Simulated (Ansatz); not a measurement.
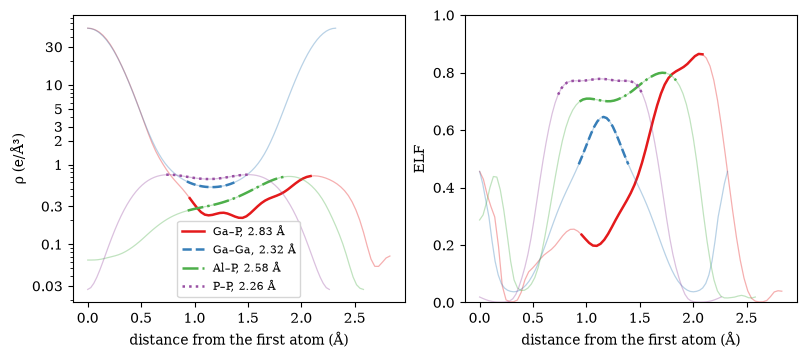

AlGa2P3. Valence electron density and ELF along straight lines between neighbouring atoms. Thin, pale parts lie inside the atomic spheres.

Space group Cmmm; a structure from a database of computed crystals, not necessarily the ambient phase; started from the CeAl2Cu3-65 prototype, which need not be the ambient phase.

All numbers below come from Ansatz, DFT, r2SCAN+rVV10, plane waves, PAW.

Core electrons are frozen (PAW), and the valence fields are smoothed inside the atomic spheres.

> What can be read from the curves?

Ga–P (2.83 Å): the density is about 0.22 e/Å³ at the midpoint; the ELF peaks at about 0.85 in the valence shell of P, 0.8 Å from its nucleus, and drops to about 0.20 between the two atoms.
Ga–Ga (2.32 Å): ρ at the midpoint is about 0.52 e/Å³; the ELF peaks at about 0.65 between the atoms.
Al–P (2.58 Å): ρ at the midpoint is about 0.34 e/Å³; the ELF peaks at about 0.80 in the valence shell of P, 0.9 Å from its nucleus, and is about 0.70 at the midpoint.
P–P (2.26 Å): the density is about 0.66 e/Å³ at the midpoint; the ELF peaks at about 0.80 between the atoms, as expected for localised, covalent bonding.
